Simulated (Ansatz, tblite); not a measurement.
# B7N7 zinc blende off sphere (B₇N₇H₂₀): rung by rung

How do method and basis change the picture of B7N7 zinc blende off sphere (B₇N₇H₂₀) (singlet)?

Computed with Ansatz 0.2.0, Gaussian basis. Level: as each input shows.

Levels to be run: GFN1-xTB, GFN2-xTB, PBE-D4/def2-TZVP, r2SCAN-D4/def2-TZVP, PBE-D4/def2-SVP, PBE0-D4/def2-SVP.

1 further run of the same task is left out (set aside as unsound or not needed).

## 1. The relaxed structure

The geometry is that of the singlet, from an earlier relaxation (PBE-D4/def2-SVP).

34 atoms, charge 0, spin multiplicity 1.

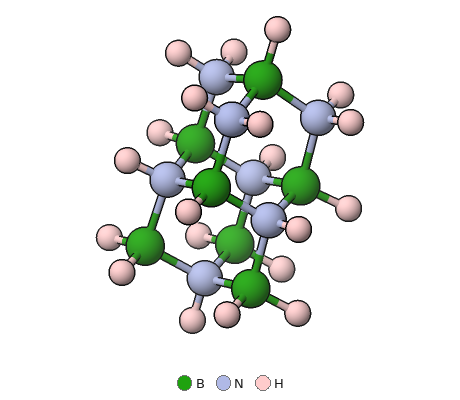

The structure; boron green, nitrogen light blue, hydrogen pink.

PBE0-D4/def2-TZVP was run before; its log isn't repeated, and its numbers join the tables.

## 2. GFN1-xTB

Tight binding, by tblite at 300 K electronic temperature and without a spin-polarisation term:

```python
tblite.interface.Calculator('GFN1-xTB', numbers, positions, charge=0, uhf=0).singlepoint()
```

Energy -1179.3468 eV, HOMO -9.69 eV, LUMO -4.26 eV; 0.035 s.

## 3. GFN2-xTB

Tight binding, by tblite at 300 K electronic temperature and without a spin-polarisation term:

```python
tblite.interface.Calculator('GFN2-xTB', numbers, positions, charge=0, uhf=0).singlepoint()
```

Energy -1080.0050 eV, HOMO -8.76 eV, LUMO -1.42 eV; 0.024 s.

## 4. PBE-D4/def2-TZVP

start.molden holds the orbitals of an earlier run on this state, given as this run's starting guess.

The input, in.yaml:

```yaml
crystal:
  periodic: [false, false, false]
  atoms:
    - {symbol: B, position_ang: [0.478604, -2.325875, 0.478735]}
    - {symbol: B, position_ang: [-1.434862, 1.438153, -1.432950]}
    - {symbol: B, position_ang: [0.476625, -0.478103, -1.360721]}
    - {symbol: B, position_ang: [-1.360171, -0.477316, 0.479460]}
    - {symbol: B, position_ang: [0.482480, -0.483336, 2.324130]}
    - {symbol: B, position_ang: [0.480521, 1.358977, 0.479150]}
    - {symbol: B, position_ang: [2.324604, -0.483966, 0.478352]}
    - {symbol: N, position_ang: [-2.267550, 0.498613, -0.493014]}
    - {symbol: N, position_ang: [-0.441495, -1.327337, -0.439925]}
    - {symbol: N, position_ang: [1.356738, -1.359806, 1.354871]}
    - {symbol: N, position_ang: [-0.496921, 0.497710, -2.266914]}
    - {symbol: N, position_ang: [-0.493148, 2.268718, -0.493263]}
    - {symbol: N, position_ang: [1.328097, 0.438177, -0.440321]}
    - {symbol: N, position_ang: [-0.437746, 0.438825, 1.328924]}
    - {symbol: H, position_ang: [1.162508, -3.005088, -0.289545]}
    - {symbol: H, position_ang: [-0.288482, -3.005016, 1.164045]}
    - {symbol: H, position_ang: [-2.145458, 2.150310, -2.142546]}
    - {symbol: H, position_ang: [1.129627, -1.132627, -2.163840]}
    - {symbol: H, position_ang: [-2.162366, -1.131297, 1.134168]}
    - {symbol: H, position_ang: [-0.284684, -1.168097, 3.003736]}
    - {symbol: H, position_ang: [1.169413, 0.282386, 3.003175]}
    - {symbol: H, position_ang: [1.136597, 2.159696, 1.133540]}
    - {symbol: H, position_ang: [3.002422, -1.169582, -0.289677]}
    - {symbol: H, position_ang: [3.005419, 0.281656, 1.163693]}
    - {symbol: H, position_ang: [-2.908651, -0.095406, -1.039877]}
    - {symbol: H, position_ang: [-2.906009, 1.046036, 0.103328]}
    - {symbol: H, position_ang: [-0.991178, -2.000709, -0.988443]}
    - {symbol: H, position_ang: [1.950179, -1.954456, 1.947360]}
    - {symbol: H, position_ang: [-1.045260, -0.096360, -2.906707]}
    - {symbol: H, position_ang: [0.098547, 1.044481, -2.906740]}
    - {symbol: H, position_ang: [0.102602, 2.908006, -1.040351]}
    - {symbol: H, position_ang: [-1.038818, 2.908873, 0.102875]}
    - {symbol: H, position_ang: [2.002617, 0.986282, -0.989019]}
    - {symbol: H, position_ang: [-0.984829, 0.987467, 2.004311]}
basis:
  gaussian: {orbitals: def2-TZVP, fitting: {mean_field: def2-universal-jkfit}, initial_orbitals: start.molden}
hamiltonian: {xc: pbe, dispersion: d4}
scf: {omitted_lower_state_checks: [starts]}
output: {forces: true, orbitals: {seedname: orbitals}}
```

The run is started by

```
$ ansatz run in.yaml --threads 2 --pin off --events-out ev --progress --plain --max-ram 32768MiB --backend cuda --devices 0, --max-vram 18GiB
```

The log of the run, cut to the lines that bear on the results:

```text
Functional definition: PBE
  name "PBE"
  cite "Perdew, Burke & Ernzerhof, Phys. Rev. Lett. 77, 3865 (1996) doi:10.1103/PhysRevLett.77.3865"
  parent pbe
[...]
the host takes the grids with the factors
1424 factors; integrals over basis functions are off by at most 4.0e-1 eV
[...]
mean field -15486.55656123 eV, -569.1204564602 hartree, gradient 2.0e-5 eV, S^2 0.000000; 0 other end points of the search recorded, 0 dependent functions left out
[...]
reference -15486.55663650 eV, -569.1204592263 hartree; 52, 52 occupied and 502, 502 virtual orbitals, 1424 factors
Total energy: -15487.96206259 eV, -569.1721076825 hartree
Atom 0 at     0.478604    -2.325875     0.478735 Å, force    -0.007157    -0.308302    -0.007731 eV/Å
Atom 1 at    -1.434862     1.438153    -1.432950 Å, force    -0.197813     0.197556    -0.196745 eV/Å
Atom 2 at     0.476625    -0.478103    -1.360721 Å, force     0.161255    -0.161639    -0.227081 eV/Å
Atom 3 at    -1.360171    -0.477316     0.479460 Å, force    -0.226431    -0.161464     0.161709 eV/Å
Atom 4 at     0.482480    -0.483336     2.324130 Å, force    -0.006753     0.007157     0.308218 eV/Å
Atom 5 at     0.480521     1.358977     0.479150 Å, force     0.161834     0.226430     0.161842 eV/Å
Atom 6 at     2.324604    -0.483966     0.478352 Å, force     0.308419     0.006048    -0.006670 eV/Å
[...]
Atom 18 at    -2.162366    -1.131297     1.134168 Å, force     0.206635     0.132700    -0.133019 eV/Å
Atom 19 at    -0.284684    -1.168097     3.003736 Å, force     0.168042     0.150675    -0.158608 eV/Å
Atom 20 at     1.169413     0.282386     3.003175 Å, force    -0.151267    -0.167604    -0.158651 eV/Å
Atom 21 at     1.136597     2.159696     1.133540 Å, force    -0.133202    -0.206435    -0.132730 eV/Å
Atom 22 at     3.002422    -1.169582    -0.289677 Å, force    -0.158472     0.150956     0.167944 eV/Å
Atom 23 at     3.005419     0.281656     1.163693 Å, force    -0.159094    -0.167524    -0.150777 eV/Å
Atom 24 at    -2.908651    -0.095406    -1.039877 Å, force     0.142811     0.106587     0.100179 eV/Å
Atom 25 at    -2.906009     1.046036     0.103328 Å, force     0.142093    -0.100348    -0.107127 eV/Å
Atom 26 at    -0.991178    -2.000709    -0.988443 Å, force     0.080522     0.121000     0.080509 eV/Å
Atom 27 at     1.950179    -1.954456     1.947360 Å, force    -0.101250     0.101829    -0.101509 eV/Å
Atom 28 at    -1.045260    -0.096360    -2.906707 Å, force     0.100674     0.106401     0.142435 eV/Å
Atom 29 at     0.098547     1.044481    -2.906740 Å, force    -0.106574    -0.100431     0.142318 eV/Å
Atom 30 at     0.102602     2.908006    -1.040351 Å, force    -0.106724    -0.142089     0.100319 eV/Å
Atom 31 at    -1.038818     2.908873     0.102875 Å, force     0.100139    -0.142673    -0.106854 eV/Å
Atom 32 at     2.002617     0.986282    -0.989019 Å, force    -0.121078    -0.080423     0.080518 eV/Å
Atom 33 at    -0.984829     0.987467     2.004311 Å, force     0.080063    -0.080467    -0.121385 eV/Å
Dipole moment:    -1.552249     1.555870    -1.550205 e Å
Checks for a lower state left out: starts
```

Run time: 32 s. Hardware: 1 × H100 (card shared with other runs) with 2 threads of AMD EPYC 7R13, shared host; peak host memory 3.1 GiB.

From the report: HOMO -5.07 eV, LUMO -1.69 eV.

## 5. r2SCAN-D4/def2-TZVP

in.yaml, as its differences from that of step 4:

```diff
@@ -39,4 +39,4 @@
   gaussian: {orbitals: def2-TZVP, fitting: {mean_field: def2-universal-jkfit}, initial_orbitals: start.molden}
-hamiltonian: {xc: pbe, dispersion: d4}
+hamiltonian: {xc: r2scan, dispersion: d4}
 scf: {omitted_lower_state_checks: [starts]}
-output: {forces: true, orbitals: {seedname: orbitals}}
+output: {orbitals: {seedname: orbitals}}
```

Launched as before.

The log of the run:

```text
Functional definition: r2SCAN
  name "r2SCAN"
  cite "Furness, Kaplan, Ning, Perdew & Sun, J. Phys. Chem. Lett. 11, 8208 (2020) doi:10.1021/acs.jpclett.0c02405"
  cite "Furness, Kaplan, Ning, Perdew & Sun, J. Phys. Chem. Lett. 11, 9248 (2020) doi:10.1021/acs.jpclett.0c03077"
  parent r2scan
  parameter k0 = 0.174
  parameter k1 = 0.065
  parameter a1 = 4.9479
  exchange = r2scan_x(k0 = k0, k1 = k1, a1 = a1)
  correlation = r2scan_c
these checks for a lower state are left out or cut short: starts
the host takes the grids with the factors
1424 factors; integrals over basis functions are off by at most 4.0e-1 eV
mean field evaluation 1: about -15499.0214 eV, gradient 7.8e0 eV
mean field evaluation 2: about -15499.1185 eV, gradient 9.1e-2 eV
mean field evaluation 4: about -15499.1522 eV, gradient 1.6e-4 eV
mean field -15499.15219906 eV, -569.5833376126 hartree, gradient 1.2e-5 eV, S^2 0.000000; 0 other end points of the search recorded, 0 dependent functions left out
reference -15499.15222070 eV, -569.5833384081 hartree; 52, 52 occupied and 502, 502 virtual orbitals, 1424 factors
Total energy: -15499.54666241 eV, -569.5978338736 hartree
Checks for a lower state left out: starts
```

Run time: 41 s. Hardware: 1 × H100 (card shared with other runs) with 2 threads of AMD EPYC 7R13, shared host; peak host memory 3.2 GiB.

From the report: HOMO -5.35 eV, LUMO -1.05 eV.

## 6. PBE-D4/def2-SVP

in.yaml, as its differences from that of step 5:

```diff
@@ -38,4 +38,4 @@
 basis:
-  gaussian: {orbitals: def2-TZVP, fitting: {mean_field: def2-universal-jkfit}, initial_orbitals: start.molden}
-hamiltonian: {xc: r2scan, dispersion: d4}
+  gaussian: {orbitals: def2-SVP, initial_orbitals: start.molden}
+hamiltonian: {xc: pbe, dispersion: d4}
 scf: {omitted_lower_state_checks: [starts]}
```

Launched as before.

The log of the run:

```text
Functional definition: PBE
  name "PBE"
  cite "Perdew, Burke & Ernzerhof, Phys. Rev. Lett. 77, 3865 (1996) doi:10.1103/PhysRevLett.77.3865"
  parent pbe
  parameter kappa = 0.804
  parameter beta = 0.06672455060314922
  exchange = pbe_x(kappa = kappa, mu = beta*pi^2/3)
  correlation = pbe_c(beta = beta)
these checks for a lower state are left out or cut short: starts
3442 factors; their error is unknown
mean field evaluation 1: about -15469.7734 eV, gradient 1.3e1 eV
mean field evaluation 2: about -15470.2332 eV, gradient 3.1e-1 eV
mean field evaluation 4: about -15470.1164 eV, gradient 8.6e-4 eV
mean field -15470.11636532 eV, -568.5162904040 hartree, gradient 1.0e-5 eV, S^2 0.000000; 0 other end points of the search recorded, 0 dependent functions left out
reference -15470.11642397 eV, -568.5162925595 hartree; 52, 52 occupied and 244, 244 virtual orbitals, 3442 factors
Total energy: -15471.52185006 eV, -568.5679410157 hartree
Checks for a lower state left out: starts
```

Run time: 36 s. Hardware: 1 × H100 (card shared with other runs) with 2 threads of AMD EPYC 7R13, shared host; peak host memory 1.2 GiB.

HOMO -4.84 eV, LUMO -1.15 eV.

## 7. PBE0-D4/def2-SVP

in.yaml, as its differences from that of step 6:

```diff
@@ -39,3 +39,3 @@
   gaussian: {orbitals: def2-SVP, initial_orbitals: start.molden}
-hamiltonian: {xc: pbe, dispersion: d4}
+hamiltonian: {xc: pbe0, dispersion: d4}
 scf: {omitted_lower_state_checks: [starts]}
```

The command is unchanged.

The log of the run:

```text
Functional definition: PBE0
  name "PBE0"
  cite "Adamo & Barone, J. Chem. Phys. 110, 6158 (1999) doi:10.1063/1.478522"
  cite "Perdew, Burke & Ernzerhof, Phys. Rev. Lett. 77, 3865 (1996) doi:10.1103/PhysRevLett.77.3865"
  parent pbe
  parameter a = 0.25
  parameter kappa = 0.804
  parameter beta = 0.06672455060314922
  exchange = (1 - a)*pbe_x(kappa = kappa, mu = beta*pi^2/3) + a*exact_x
  correlation = pbe_c(beta = beta)
these checks for a lower state are left out or cut short: starts
the host takes the grids with the factors
3442 factors; their error is unknown
mean field evaluation 1: about -15472.8056 eV, gradient 1.1e1 eV
mean field evaluation 2: about -15473.0815 eV, gradient 2.0e-1 eV
mean field evaluation 4: about -15473.0498 eV, gradient 4.6e-4 eV
mean field -15473.04975229 eV, -568.6240903867 hartree, gradient 1.6e-5 eV, S^2 0.000000; 0 other end points of the search recorded, 0 dependent functions left out
reference -15473.04979543 eV, -568.6240919720 hartree; 52, 52 occupied and 244, 244 virtual orbitals, 3442 factors
Total energy: -15474.25746135 eV, -568.6684728763 hartree
Checks for a lower state left out: starts
```

It took 33 s on 1 × H100 (card shared with other runs) with 2 threads of AMD EPYC 7R13, shared host; peak host memory 2.6 GiB.

HOMO -6.19 eV, LUMO -0.24 eV.

## 8. Comparison

```tsv
level	functions	HOMO (eV)	LUMO (eV)	gap (eV)	time
PBE-D4/def2-SVP	296	-4.84	-1.15	3.69	36 s
PBE-D4/def2-TZVP	554	-5.07	-1.69	3.38	32 s
r2SCAN-D4/def2-TZVP	554	-5.35	-1.05	4.30	41 s
PBE0-D4/def2-SVP	296	-6.19	-0.24	5.96	33 s
PBE0-D4/def2-TZVP	554	-6.36	-0.87	5.49	49 s
```

## 9. Binding energy

Free atoms were run apart at each level; binding is atoms less cluster, divided by the number of atoms, without zero-point or spin-orbit terms.

```tsv
level	binding an atom (eV)
PBE-D4/def2-SVP	4.209
PBE-D4/def2-TZVP	4.149
r2SCAN-D4/def2-TZVP	4.062
PBE0-D4/def2-SVP	4.149
PBE0-D4/def2-TZVP	4.087
```

## 10. What came out

```
                                                 quantity                                 value
gap in def2-TZVP, named functionals, smallest and largest   3.38 eV (PBE-D4), 5.49 eV (PBE0-D4)
                binding an atom, functionals in def2-TZVP  4.06 (r2SCAN-D4) to 4.15 eV (PBE-D4)
          PBE0 total energy, smallest basis above largest        16.16 eV (def2-SVP, def2-TZVP)
```

**Reading.** Orbital gaps of the named functionals in def2-TZVP span 3.38 eV (PBE-D4) to 5.49 eV (PBE0-D4); exact exchange widens it.

The slowest run with a step of its own, r2SCAN-D4/def2-TZVP, took 41 s; the quickest functional in def2-TZVP took 32 s (shared host).
